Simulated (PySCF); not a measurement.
The calculation's input:

```
{"job": {"kind": "nmr", "xc": "PBE0", "basis": "pcSseg-1"}, "charge": 0, "multiplicity": 1}
C      4.520838    -0.188672    -0.598044
C      3.113645    -0.518375    -0.671174
C      1.922754    -0.721188    -0.687006
P      0.277692    -1.293851    -0.897893
C     -0.592397    -0.099695    -0.022086
C      0.038366     1.089250     0.633341
N     -1.945831    -0.243170     0.117142
C     -2.576755    -1.315356    -0.604073
C     -2.783775     0.853598     0.530972
H      5.057098    -0.954389    -0.036251
H      4.659343     0.772574    -0.101392
H      4.941859    -0.130158    -1.602392
H     -0.353102     2.018151     0.216308
H      1.113437     1.064561     0.476005
H     -0.153847     1.086031     1.707236
H     -2.089196    -2.258752    -0.343666
H     -3.629777    -1.374855    -0.337285
H     -2.485512    -1.183176    -1.689556
H     -2.892444     1.611306    -0.255806
H     -2.377953     1.332968     1.420133
H     -3.773363     0.470142     0.776111
```

Command:

```sh
OMP_NUM_THREADS=1 python probes_run.py task.json out
```

Geometry: GFN2-xTB.

All numbers below come from PBE0/pcSseg-1, SCF density, gas phase, non-relativistic in PySCF 2.14.0.

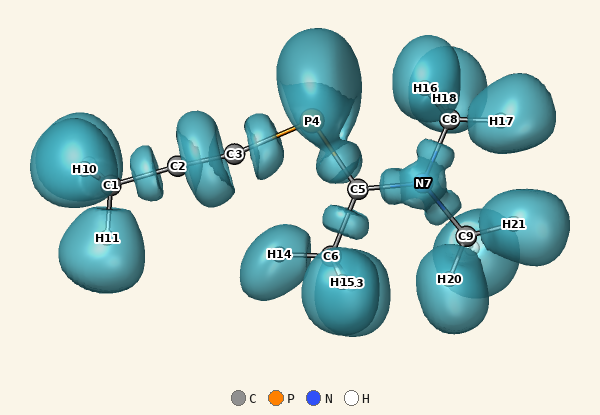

C7H12NP (SMILES CC#C/P=C(\C)N(C)C). Isosurface of the ELF at 0.75 (cyan), seen across its widest extent. Core shells and regions of very low density are left out.

Question: What do the ELF domains correspond to?

Answer: The ELF exceeds this value in three regions between bonded C–C atoms (shared pairs), one region between bonded C–P atoms (shared pairs), twelve regions around hydrogen nuclei, one region on N in which the atom's valence shell and bonds are merged and one region on P in which the atom's valence shell and bonds are merged. Profiles from the grid: C–C (1.21 Å): the ELF peaks at about 0.85 between the atoms (a multiple bond). C–N (1.37 Å): the ELF peaks at about 0.90 between the atoms, as expected for localised, covalent bonding.
